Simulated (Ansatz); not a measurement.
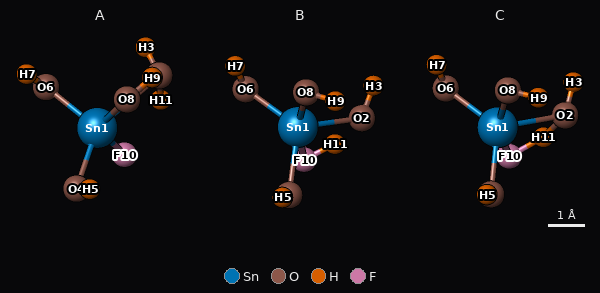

3 geometries from a converged minimum-energy path of SnH5O4F, shuffled. Style: ball-and-stick. Shown from a free direction.

Computed with RKS PBE0/def2-SVP in Ansatz 0.2.0. Run with 7 movable images; climbing image; force threshold 0.03 eV/Å; iteration limit 60; starting path through a guess of the saddle point.

**Which frame is the transition state?**

C. In order along the path, whose images run from 0 to 8: B (image 0, 0.0 kJ/mol), C (image 3, +5.0 kJ/mol), A (image 6, −40.6 kJ/mol). A hydrogen atom shifts from one atom to another. Breaking: F10–H11 (0.97 → 1.11 at the top → 2.16 Å). Forming: O2–H11 (1.56 → 1.25 at the top → 0.97 Å).
